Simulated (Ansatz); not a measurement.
```yaml
atoms:
  - { symbol: C, position_ang: [0.0000, 0.0000, 0.0000] }
  - { symbol: H, position_ang: [0.1590, -0.2432, 1.0502] }
  - { symbol: H, position_ang: [-1.0067, 0.3952, -0.1329] }
  - { symbol: H, position_ang: [0.1197, -0.8995, -0.6033] }
  - { symbol: H, position_ang: [0.7281, 0.7474, -0.3139] }
```

Geometry: PBE0-D4/def2-TZVP.

Level of theory: isolated molecule in a Gaussian basis; Kohn-Sham density functional theory, functional wB97X (Ansatz 0.2.0).

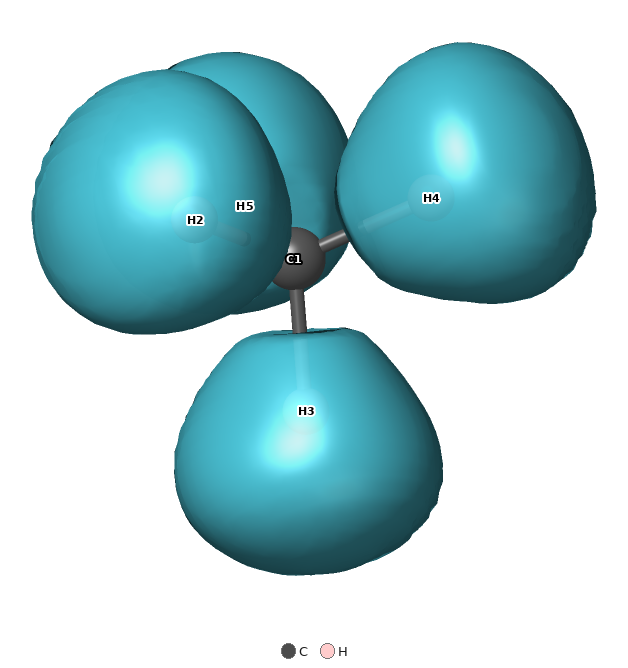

CH$_{4}$. Isosurface of the electron localisation function at 0.8 (cyan), seen at a tilt. Core shells and regions of very low density are left out.

Question: Describe the localisation domains.

Answer: The ELF exceeds this value in four regions around hydrogen nuclei. Profiles from the grid: C–H (1.09 Å): the ELF climbs to about 1 towards the hydrogen, as it does in any bond to H: a covalent bond by its length.
